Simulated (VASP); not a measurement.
Band structure of CuCl (zinc blende). These are PW91 GGA, VASP's PBE PAW potentials (set 64) (plane waves; VASP) values and carry that method's errors.

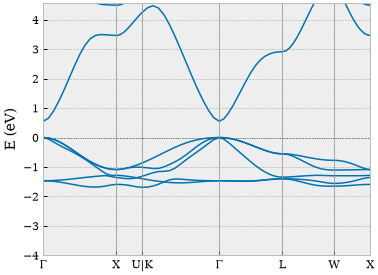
Bands along high-symmetry lines, zero at the valence-band maximum or, without a gap, the Fermi level

Question: Read the plot: is there a gap, and where are the band edges?

Answer: The gap is direct, 0.55 eV, from the valence maximum at Γ to the conduction minimum at Γ. (Edges off the drawn lines would not show.)

Measured: gap 3.39 eV at 2 K (computed value off by -2.84 eV), as given by arXiv:1206.3780.

The compound is CuCl in the zinc blende structure. It was relaxed first.
